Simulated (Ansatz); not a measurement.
# C2F3N (cyanotrifluoromethane): levels of theory compared

Aim: a comparison of 6 runs (HF/3-21G, HF/def2-SVP, B3LYP/6-31G*, PBE0/def2-SVP, r2SCAN/pcseg-1, revPBE0/IGLO-II) of C2F3N (cyanotrifluoromethane). 

Program for the calculation: Ansatz 0.2.0.

2 further runs of the same task are left out: 2 set aside as unsound or not needed.

## 1. The system as given

C2F3N has 6 atoms, charge 0, and is taken as a singlet. SMILES: `N#CC(F)(F)F`. The shape is that of a PBE0-D4/def2-TZVP optimisation.

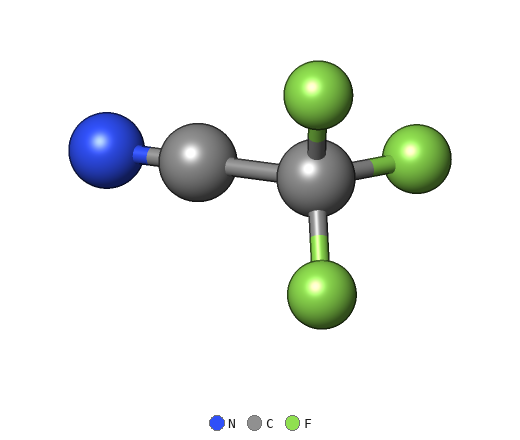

The structure, seen from a chosen angle (nitrogen blue, carbon grey, fluorine green).

## 2. Energy and gradient at HF/3-21G (run 1)

Input file in.yaml:

```yaml
crystal:
  periodic: [false, false, false]
  atoms:
    - {symbol: "N", position_ang: [1.022100, -1.705100, 0.893500]}
    - {symbol: C, position_ang: [0.486200, -0.810600, 0.417800]}
    - {symbol: C, position_ang: [-0.206400, 0.345600, -0.197200]}
    - {symbol: F, position_ang: [-1.316000, -0.055800, -0.802300]}
    - {symbol: F, position_ang: [0.581500, 0.927000, -1.091500]}
    - {symbol: F, position_ang: [-0.525200, 1.234800, 0.733600]}
basis:
  gaussian:
    orbitals: 3-21G.json
hamiltonian:
  xc: hf
accuracy: high
output: {forces: true, orbitals: {seedname: orbitals}}
```

The basis set 3-21G is read from a file made from the Basis Set Exchange's data (not shown).

Started as:

```console
$ ansatz run in.yaml --threads 1 --pin off --max-ram 2610MiB --events-out events.jsonl --progress --plain --runs-dir runs
```

The log of the run:

```text
Warning: RAYON_NUM_THREADS=1 ignored (pool sized by the plan → 1); use --threads N
Functional definition: HF
  name "HF"
  exchange = exact_x
  correlation = 0
1196 factors; integrals over basis functions are off by at most 3.7e-9 eV
mean field evaluation 1: about -11589.7406 eV, gradient 4.9e1 eV
mean field evaluation 2: about -11590.2153 eV, gradient 5.0e1 eV
mean field evaluation 4: about -11595.8731 eV, gradient 5.1e0 eV
mean field evaluation 8: about -11595.9702 eV, gradient 4.9e-1 eV
mean field evaluation 16: about -11595.9713 eV, gradient 1.8e-8 eV
mean field -11595.97127098 eV, -426.1440841769 hartree, gradient 4.4e-8 eV, S^2 0.000000; 0 other end points of the search recorded, 0 dependent functions left out
the calculation of the forces begins
reference -11595.97127098 eV, -426.1440841769 hartree; 23, 23 occupied and 31, 31 virtual orbitals, 1196 factors
Total energy: -11595.97127098 eV, -426.1440841769 hartree
Atom 0 at     1.022100    -1.705100     0.893500 Å, force    -0.834450     1.392606    -0.740351 eV/Å
Atom 1 at     0.486200    -0.810600     0.417800 Å, force     0.522572    -0.871639     0.462875 eV/Å
Atom 2 at    -0.206400     0.345600    -0.197200 Å, force     0.753471    -1.255834     0.671359 eV/Å
Atom 3 at    -1.316000    -0.055800    -0.802300 Å, force    -0.687963    -0.211571    -0.381819 eV/Å
Atom 4 at     0.581500     0.927000    -1.091500 Å, force     0.455623     0.381162    -0.554154 eV/Å
Atom 5 at    -0.525200     1.234800     0.733600 Å, force    -0.209254     0.565275     0.542090 eV/Å
Dipole moment:    -0.076791     0.128162    -0.068224 e Å
```

It took 1.1 s on 1 thread of Arm Neoverse V1, shared host.

## 3. Energy and gradient at HF/def2-SVP (run 2)

Input file run.yaml:

```yaml
crystal:
  periodic: [false, false, false]
  atoms:
    - {symbol: N, position_ang: [1.022100, -1.705100, 0.893500]}
    - {symbol: C, position_ang: [0.486200, -0.810600, 0.417800]}
    - {symbol: C, position_ang: [-0.206400, 0.345600, -0.197200]}
    - {symbol: F, position_ang: [-1.316000, -0.055800, -0.802300]}
    - {symbol: F, position_ang: [0.581500, 0.927000, -1.091500]}
    - {symbol: F, position_ang: [-0.525200, 1.234800, 0.733600]}
basis:
  gaussian: {orbitals: def2-SVP}
hamiltonian: {xc: hf}
accuracy: high
output: {forces: true, orbitals: {seedname: orbitals}}
```

Started as:

```console
$ ansatz run run.yaml --threads 1 --pin off --max-ram 2610MiB --events-out events.jsonl --progress --plain --runs-dir runs
```

The log of the run:

```text
Warning: RAYON_NUM_THREADS=1 ignored (pool sized by the plan → 1); use --threads N
Functional definition: HF
  name "HF"
  exchange = exact_x
  correlation = 0
1841 factors; integrals over basis functions are off by at most 3.1e-9 eV
mean field evaluation 1: about -11644.4026 eV, gradient 5.2e1 eV
mean field evaluation 2: about -11644.5743 eV, gradient 5.2e1 eV
mean field evaluation 4: about -11650.0318 eV, gradient 5.5e0 eV
mean field evaluation 8: about -11650.1268 eV, gradient 4.3e-1 eV
mean field evaluation 16: about -11650.1275 eV, gradient 1.2e-8 eV
mean field -11650.12754505 eV, -428.1342905407 hartree, gradient 1.3e-8 eV, S^2 0.000000; 0 other end points of the search recorded, 0 dependent functions left out
the calculation of the forces begins
reference -11650.12754505 eV, -428.1342905407 hartree; 23, 23 occupied and 61, 61 virtual orbitals, 1841 factors
Total energy: -11650.12754505 eV, -428.1342905407 hartree
Atom 0 at     1.022100    -1.705100     0.893500 Å, force    -1.189798     1.985757    -1.055868 eV/Å
Atom 1 at     0.486200    -0.810600     0.417800 Å, force     1.255064    -2.094436     1.113372 eV/Å
Atom 2 at    -0.206400     0.345600    -0.197200 Å, force    -0.649818     1.085846    -0.574986 eV/Å
Atom 3 at    -1.316000    -0.055800    -0.802300 Å, force     1.122276     0.459038     0.602709 eV/Å
Atom 4 at     0.581500     0.927000    -1.091500 Å, force    -0.842778    -0.558250     0.903867 eV/Å
Atom 5 at    -0.525200     1.234800     0.733600 Å, force     0.305053    -0.877955    -0.989095 eV/Å
Dipole moment:    -0.113753     0.189835    -0.101031 e Å
```

Run time: 3.9 s. Hardware: 1 thread of Arm Neoverse V1, shared host.

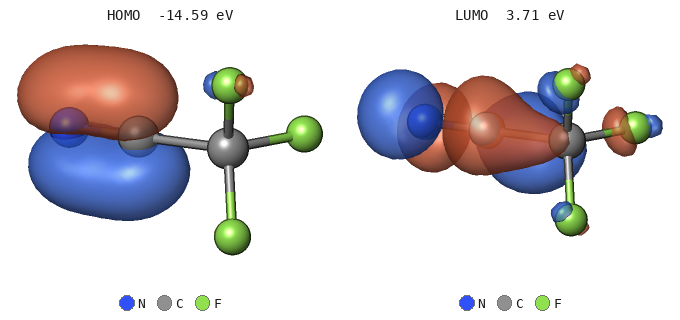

Frontier orbitals of this run, surfaces at ±0.2 Å^-3/2.

Runs 3 to 5 aren't shown in full; the table further down has their settings and results.

## 4. Energy and gradient at revPBE0/IGLO-II (run 6)

Input file in.yaml:

```yaml
basis:
  gaussian:
    orbitals: IGLO-II.json
    final_grid:
      core_spheres: 8
      valence_spheres: 7
      degree: 23
crystal:
  periodic: [false, false, false]
  atoms:
    - {symbol: N, position_ang: [1.022100, -1.705100, 0.893500]}
    - {symbol: C, position_ang: [0.486200, -0.810600, 0.417800]}
    - {symbol: C, position_ang: [-0.206400, 0.345600, -0.197200]}
    - {symbol: F, position_ang: [-1.316000, -0.055800, -0.802300]}
    - {symbol: F, position_ang: [0.581500, 0.927000, -1.091500]}
    - {symbol: F, position_ang: [-0.525200, 1.234800, 0.733600]}
hamiltonian:
  xc: {name: revPBE0}
accuracy: high
scf:
  omitted_lower_state_checks: [atomic_configurations]
output:
  forces: true
```

The basis set IGLO-II is read from a file made from the Basis Set Exchange's data (not shown).

Started as:

```console
$ ansatz run in.yaml --threads 1 --pin off --max-ram 2610MiB --events-out events.jsonl --progress --plain --runs-dir runs
```

The log of the run:

```text
Warning: RAYON_NUM_THREADS=1 ignored (pool sized by the plan → 1); use --threads N
Functional definition: revPBE0
  name "revPBE0"
  parameter a = 0.25
  parameter kappa = 1.245
  parameter beta = 0.06672455060314922
  exchange = (1 - a)*pbe_x(kappa = kappa, mu = beta*pi^2/3) + a*exact_x
  correlation = pbe_c(beta = beta)
2399 factors; integrals over basis functions are off by at most 1.3e-8 eV
mean field evaluation 1: about -11706.1865 eV, gradient 5.4e1 eV
mean field evaluation 2: about -11695.8349 eV, gradient 9.0e1 eV
mean field evaluation 4: about -11710.8519 eV, gradient 4.8e0 eV
mean field evaluation 8: about -11711.0339 eV, gradient 2.2e-1 eV
mean field evaluation 16: about -11711.0340 eV, gradient 1.3e-5 eV
mean field -11711.03396657 eV, -430.3725602474 hartree, gradient 5.1e-8 eV, S^2 0.000000; 0 other end points of the search recorded, 0 dependent functions left out
the calculation of the forces begins
reference -11711.03396875 eV, -430.3725603276 hartree; 23, 23 occupied and 109, 109 virtual orbitals, 2399 factors
Total energy: -11711.03396875 eV, -430.3725603276 hartree
Atom 0 at     1.022100    -1.705100     0.893500 Å, force     0.123743    -0.207810     0.110259 eV/Å
Atom 1 at     0.486200    -0.810600     0.417800 Å, force    -0.058456     0.097922    -0.052478 eV/Å
Atom 2 at    -0.206400     0.345600    -0.197200 Å, force     0.066756    -0.103382     0.059807 eV/Å
Atom 3 at    -1.316000    -0.055800    -0.802300 Å, force    -0.221564    -0.078699    -0.121398 eV/Å
Atom 4 at     0.581500     0.927000    -1.091500 Å, force     0.153507     0.115970    -0.177420 eV/Å
Atom 5 at    -0.525200     1.234800     0.733600 Å, force    -0.063986     0.175999     0.181230 eV/Å
Dipole moment:    -0.123161     0.205535    -0.109383 e Å
```

Run time: 7.8 s. Hardware: 1 thread of Arm Neoverse V1, shared host; peak memory 0.41 GiB.

## 5. The series

```
run                               level  integration grid  energy (Eh)  dipole moment (D)  HOMO energy (eV)  LUMO energy (eV)  wall time
  1                            HF/3-21G                 –  -426.144084               0.79            -14.68              3.86      1.1 s
  2                         HF/def2-SVP                 –  -428.134291               1.17            -14.59              3.71      3.9 s
  3  B3LYP/6-31G* (spherical functions)                 –  -430.440086               1.47            -10.48             -0.59        9 s
  4                       PBE0/def2-SVP                 –  -429.698382               1.28            -11.10             -0.61      8.1 s
  5                      r2SCAN/pcseg-1                 –  -430.169773               1.42            -10.12             -1.73       14 s
  6                     revPBE0/IGLO-II            8,7,23  -430.372560               1.27                 –                 –      7.8 s
```

## 6. Outcome

| quantity | value |
| --- | --- |
| run 6: total energy | -430.37256 Eh |
| run 6: dipole moment | 1.27 D |
| run 6: largest force on an atom | 0.266 eV/Å |

The dipole moment (its size) runs from 0.79 D (HF/3-21G) to 1.47 D (B3LYP/6-31G*). The two ends differ in method and basis. Over runs 1, 2, 3, 4, 5 the HOMO–LUMO gap runs from 8.38 eV (r2SCAN/pcseg-1) to 18.54 eV (HF/3-21G). Totals of different functionals can't be ranked against each other. All runs together took 44 s, the longest 14 s.
